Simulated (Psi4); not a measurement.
Frequency calculation, with input and output: N2 (part 1 of 3)

System: N2, SMILES N#N.
Method: BLYP/def2-TZVP, RKS, dispersion D4 (Psi4 1.11).

The geometry was optimised with BLYP/def2-TZVP.

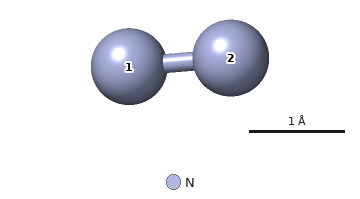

*The structure (ball-and-stick view, seen at a tilt; atoms are numbered from 1 in the order of the input).*

Bond lengths as drawn: N–N 1.10 Å.

Key numbers

- outcome: converged
- total energy: −109.562084 hartree
- dispersion energy: −0.000867 hartree
- basis functions: 62
- zero-point energy: 0.005324 hartree
- dipole moment: 0.00 D
- wavenumbers, lowest and highest: 2337 cm⁻¹
- hardware: 1 thread of Intel Xeon @ 2.50GHz (Skylake/Cascade Lake), 12 GiB of memory available, shared host
- wall time: 19 s
- peak memory: 0.31 GiB

Input (run.py)
```python
import psi4

psi4.set_memory('1600 MB')
psi4.set_num_threads(1)
psi4.core.set_output_file('n2.out', False)

geom = psi4.geometry("""
N      0.471217    -0.152146     0.242745
N     -0.471217     0.152146    -0.242745
units angstrom
""")

psi4.set_options({
    'basis': 'def2-TZVP',
    't': 298.15,
    'rotational_symmetry_number': 2,
})

result, w = psi4.frequency('blyp-d4', molecule=geom, return_wfn=True)
print('E =', round(result, 9))
print('wavenumbers / cm^-1:', w.frequencies().np.round(1))
```

Launch command:
```bash
python run.py
```

What the program printed
```
Psi4 1.11 release

gradient() will perform analytic gradient computation.

   => Loading Basis Set <=

    Name: DEF2-TZVP
    Role: ORBITAL
    Keyword: BASIS

   => BLYP-D4(BJ,EEQ)ATM: Empirical Dispersion <=

        a1 =       0.444889
        a2 =       4.093301
       alp =      16.000000
        s6 =       1.000000
        s8 =       2.340767
        s9 =       1.000000
        ga =       3.000000
        gc =       2.000000
        wf =       6.000000

         ---------------------------------------------------------
                                   SCF
                              RKS Reference
                        1 Threads,   1525 MiB Core
         ---------------------------------------------------------

  ==> Geometry <==

    Molecular point group: d2h
    Full point group: D_inf_h

    Geometry (in Bohr), charge = 0, multiplicity = 1:

       Center              X                  Y                   Z               Mass
    ------------   -----------------  -----------------  -----------------  -----------------
         N            1.042126993178     0.000000000000     0.000000000000    14.003074004430
         N           -1.042126993178    -0.000000000000     0.000000000000    14.003074004430

  Running in d2h symmetry.

  Rotational constants: A = ************  B =      1.97925  C =      1.97925 [cm^-1]
  Rotational constants: A = ************  B =  59336.27296  C =  59336.27296 [MHz]
  Nuclear repulsion =   23.509610786774971

  Charge       = 0
  Multiplicity = 1
  Electrons    = 14
  Nalpha       = 7
  Nbeta        = 7

  ==> Algorithm <==

  SCF Algorithm Type is DF.
  DIIS enabled.
  MOM disabled.
  Fractional occupation disabled.
  Guess Type is SAD.
  Energy threshold   = 1.00e-08
  Density threshold  = 1.00e-08
  Integral threshold = 1.00e-12

  ==> Primary Basis <==

  Basis Set: DEF2-TZVP
    Blend: DEF2-TZVP
    Number of shells: 22
    Number of basis functions: 62
    Number of Cartesian functions: 72
    Spherical Harmonics?: true
    Max angular momentum: 3

  ==> DFT Potential <==

   => LibXC <=

    Version 7.1.2

   => Composite Functional: BLYP-D4BJEEQATM <=

    BLYP GGA Exchange-Correlation Functional

    Deriv               =              1
    GGA                 =           TRUE
    Meta                =          FALSE

    Exchange Hybrid     =          FALSE
    MP2 Hybrid          =          FALSE

   => Exchange Functionals <=

    1.0000     XC_GGA_X_B88

   => Correlation Functionals <=

    1.0000     XC_GGA_C_LYP

   => LibXC Density Thresholds  <==

    XC_GGA_C_LYP:  1.00E-14
    XC_GGA_X_B88:  1.00E-15

   => Molecular Quadrature <=

    Radial Scheme          =       TREUTLER
    Pruning Scheme         =           NONE
    Nuclear Scheme         =       TREUTLER

    Blocking Scheme        =         OCTREE
    BS radius alpha        =              1
    Pruning alpha          =              1
    Radial Points          =             75
    Spherical Points       =            302
    Total Points           =          42988
    Total Blocks           =            380
    Max Points             =            256
    Max Functions          =             62
    Weights Tolerance      =       1.00E-15

   => Loading Basis Set <=

    Name: (DEF2-TZVP AUX)
    Role: JKFIT
    Keyword: DF_BASIS_SCF

  ==> Integral Setup <==

  DFHelper Memory: AOs need 0.005 GiB; user supplied 1.045 GiB.
  SCF_SUBTYPE=INCORE selected. In-core MEM_DF algorithm will be used.
  Using in-core AOs.

  ==> MemDFJK: Density-Fitted J/K Matrices <==

    J tasked:                   Yes
    K tasked:                    No
    wK tasked:                   No
    Memory [MiB]:              1070
    Algorithm:                 Core
    Schwarz Cutoff:           1E-12
    Mask sparsity (%):       0.0520
    Fitting Condition:        1E-10

   => Auxiliary Basis Set <=

  Basis Set: (DEF2-TZVP AUX)
    Blend: DEF2-UNIVERSAL-JKFIT
    Number of shells: 50
    Number of basis functions: 154
    Number of Cartesian functions: 186
    Spherical Harmonics?: true
    Max angular momentum: 4

  Cached 100.0% of DFT collocation blocks in 0.072 [GiB].

  Minimum eigenvalue in the overlap matrix is 3.7883696413E-04.
  Reciprocal condition number of the overlap matrix is 8.4977447986E-05.
    Using symmetric orthogonalization.

  ==> Pre-Iterations <==

  SCF Guess: Superposition of Atomic Densities via on-the-fly atomic UHF (no occupation information).

   -------------------------
    Irrep   Nso     Nmo
   -------------------------
     Ag        14      14
     B1g        7       7
     B2g        7       7
     B3g        3       3
     Au         3       3
     B1u        7       7
     B2u        7       7
     B3u       14      14
   -------------------------
    Total      62      62
   -------------------------

  ==> Iterations <==

                           Total Energy        Delta E     RMS |[F,P]|

   @DF-RKS iter SAD:  -109.11984678126043   -1.09120e+02   0.00000e+00
   @DF-RKS iter   1:  -109.47267627258512   -3.52829e-01   1.89671e-02 ADIIS/DIIS
   @DF-RKS iter   2:  -109.47209149666162    5.84776e-04   1.84166e-02 ADIIS/DIIS
   @DF-RKS iter   3:  -109.56197372874139   -8.98822e-02   5.64460e-04 ADIIS/DIIS
   @DF-RKS iter   4:  -109.56208303339423   -1.09305e-04   5.52943e-05 DIIS
   @DF-RKS iter   5:  -109.56208382065276   -7.87259e-07   1.05034e-05 DIIS
   @DF-RKS iter   6:  -109.56208384705842   -2.64057e-08   4.59121e-07 DIIS
   @DF-RKS iter   7:  -109.56208384712619   -6.77716e-11   1.28685e-08 DIIS
   @DF-RKS iter   8:  -109.56208384712633   -1.42109e-13   1.03339e-10 DIIS
  Energy and wave function converged.

  ==> Post-Iterations <==

   Electrons on quadrature grid:
      Ntotal   =   13.9999998724 ; deviation = -1.276e-07

    Orbital Energies [Eh]
    ---------------------

    Doubly Occupied:

       1Ag   -14.105469     1B3u  -14.104278     2Ag    -1.027810
       2B3u   -0.490433     1B1u   -0.419184     1B2u   -0.419184
       3Ag    -0.374454

    Virtual:

       1B1g   -0.069213     1B2g   -0.069213     4Ag     0.201853
       3B3u    0.228767     2B2u    0.258361     2B1u    0.258361
       5Ag     0.296368     2B1g    0.389086     2B2g    0.389086
       4B3u    0.451800     5B3u    0.708229     1B3g    0.793649
       6Ag     0.793649     3B2u    1.038401     3B1u    1.038401
       1Au     1.214102     6B3u    1.214102     7Ag     1.272772
       3B2g    1.603149     3B1g    1.603149     7B3u    1.649271
       8Ag     1.779865     4B1u    1.857771     4B2u    1.857771
       8B3u    1.967686     4B2g    2.162086     4B1g    2.162086
       9Ag     2.451225     9B3u    2.793288     2B3g    3.380108
      10Ag     3.380108     5B1u    3.505854     5B2u    3.505854
       6B1u    3.524411     6B2u    3.524411     5B2g    3.991929
       5B1g    3.991929    11Ag     4.022259     3B3g    4.253950
      12Ag     4.253954     2Au     4.386316    10B3u    4.386320
       6B2g    4.428778     6B1g    4.428778     3Au     4.813783
      11B3u    4.813783    12B3u    4.846767     7B1u    4.889877
       7B2u    4.889877    13Ag     6.018565     7B2g    6.122596
       7B1g    6.122596    13B3u    6.424532    14Ag    30.850723
      14B3u   31.614109

    Final Occupation by Irrep:
             Ag   B1g   B2g   B3g    Au   B1u   B2u   B3u
    DOCC [     3,    0,    0,    0,    0,    1,    1,    2 ]
    NA   [     3,    0,    0,    0,    0,    1,    1,    2 ]
    NB   [     3,    0,    0,    0,    0,    1,    1,    2 ]

  @DF-RKS Final Energy:  -109.56208384712633

   => Energetics <=

    Nuclear Repulsion Energy =             23.5096107867749708
    One-Electron Energy =                -194.3980509861672772
    Two-Electron Energy =                  75.0201494398516218
    DFT Exchange-Correlation Energy =     -13.6929265272198037
    Empirical Dispersion Energy =          -0.0008665603658314
    VV10 Nonlocal Energy =                  0.0000000000000000
    Total Energy =                       -109.5620838471263312

Computation Completed

Properties will be evaluated at   0.000000,   0.000000,   0.000000 [a0]

Properties computed using the SCF density matrix

 Multipole Moments:

 ------------------------------------------------------------------------------------
     Multipole            Electronic (a.u.)      Nuclear  (a.u.)        Total (a.u.)
 ------------------------------------------------------------------------------------

 L = 1.  Multiply by 2.5417464519 to convert [e a0] to [Debye]
 Dipole X            :          0.0000000            0.0000000            0.0000000
 Dipole Y            :          0.0000000            0.0000000            0.0000000
 Dipole Z            :          0.0000000            0.0000000            0.0000000
 Magnitude           :                                                    0.0000000

 ------------------------------------------------------------------------------------

	total time  =          3 seconds =       0.05 minutes

         ------------------------------------------------------------
                                   SCF GRAD
         ------------------------------------------------------------

  ==> Geometry <==

    Molecular point group: d2h
    Full point group: D_inf_h

    Geometry (in Bohr), charge = 0, multiplicity = 1:

       Center              X                  Y                   Z               Mass
    ------------   -----------------  -----------------  -----------------  -----------------
         N            1.042126993178     0.000000000000     0.000000000000    14.003074004430
         N           -1.042126993178    -0.000000000000     0.000000000000    14.003074004430

  Nuclear repulsion =   23.509610786774971

  ==> Basis Set <==

  Basis Set: DEF2-TZVP
    Blend: DEF2-TZVP
    Number of shells: 22
    Number of basis functions: 62
    Number of Cartesian functions: 72
    Spherical Harmonics?: true
    Max angular momentum: 3

  ==> DFJKGrad: Density-Fitted SCF Gradients <==

    Gradient:                    1
    J tasked:                  Yes
    K tasked:                   No
    wK tasked:                  No
    Integrals threads:           1
    Memory [MiB]:             1144
    Schwarz Cutoff:          1E-12
    Fitting Condition:       1E-10

   => Auxiliary Basis Set <=

  Basis Set: (DEF2-TZVP AUX)
    Blend: DEF2-UNIVERSAL-JKFIT
    Number of shells: 50
    Number of basis functions: 154
    Number of Cartesian functions: 186
    Spherical Harmonics?: true
    Max angular momentum: 4

   => Molecular Quadrature <=

    Radial Scheme          =       TREUTLER
    Pruning Scheme         =           NONE
    Nuclear Scheme         =       TREUTLER

    Blocking Scheme        =         OCTREE
    BS radius alpha        =              1
    Pruning alpha          =              1
    Radial Points          =             75
    Spherical Points       =            302
    Total Points           =          42988
    Total Blocks           =            380
    Max Points             =            256
    Max Functions          =             62
    Weights Tolerance      =       1.00E-15

  -Total Gradient:
     Atom            X                  Y                   Z
    ------   -----------------  -----------------  -----------------
       1       -0.000018370566    -0.000000000000     0.000000000000
       2        0.000018370566     0.000000000000    -0.000000000000

	total time  =          1 seconds =       0.02 minutes

    Psi4 run time: 0:00:03.69

    -----------------------------------------------------------------------
                               Psi4 1.11 release

    h
    h
    h

    -----------------------------------------------------------------------

    Memory:     1.5 GiB
    Threads:    1
                ecpint, einsums, f̶o̶r̶t̶e̶, gauxc, gcp, g̶d̶m̶a̶, geometric, g̶p̶u̶_̶d̶f̶c̶c̶,
                i̶n̶t̶e̶g̶r̶a̶t̶o̶r̶x̶x̶, i̶p̶i̶, libefp, m̶d̶i̶, m̶p̶2̶d̶, m̶r̶c̶c̶, ooo,
                o̶p̶e̶n̶f̶e̶r̶m̶i̶o̶n̶p̶s̶i̶4̶, pcmsolver, p̶s̶i̶4̶f̶o̶c̶k̶c̶i̶, p̶s̶i̶x̶a̶s̶,
                p̶y̶e̶i̶n̶s̶u̶m̶s̶, r̶e̶s̶p̶, s̶i̶m̶i̶n̶t̶, s̶n̶s̶m̶p̶2̶,
                v̶2̶r̶d̶m̶_̶c̶a̶s̶s̶c̶f̶

gradient() will perform analytic gradient computation.

  ==> Geometry <==

    Molecular point group: d2h
    Full point group: D_inf_h

    Geometry (in Bohr), charge = 0, multiplicity = 1:

       Center              X                  Y                   Z               Mass
    ------------   -----------------  -----------------  -----------------  -----------------
         N            1.041182185716     0.000000000000     0.000000000000    14.003074004430
         N           -1.041182185716    -0.000000000000     0.000000000000    14.003074004430

  Running in d2h symmetry.

  Rotational constants: A = ************  B =      1.98284  C =      1.98284 [cm^-1]
  Rotational constants: A = ************  B =  59444.00970  C =  59444.00970 [MHz]
  Nuclear repulsion =   23.530944282485756

  Charge       = 0
  Multiplicity = 1
  Electrons    = 14
  Nalpha       = 7
  Nbeta        = 7

   => Auxiliary Basis Set <=

  Basis Set: (DEF2-TZVP AUX)
    Blend: DEF2-UNIVERSAL-JKFIT
    Number of shells: 50
    Number of basis functions: 154
    Number of Cartesian functions: 186
    Spherical Harmonics?: true
    Max angular momentum: 4

  Cached 100.0% of DFT collocation blocks in 0.072 [GiB].

  Minimum eigenvalue in the overlap matrix is 3.7605855235E-04.
  Reciprocal condition number of the overlap matrix is 8.4328256429E-05.
    Using symmetric orthogonalization.

  ==> Iterations <==

                           Total Energy        Delta E     RMS |[F,P]|
```
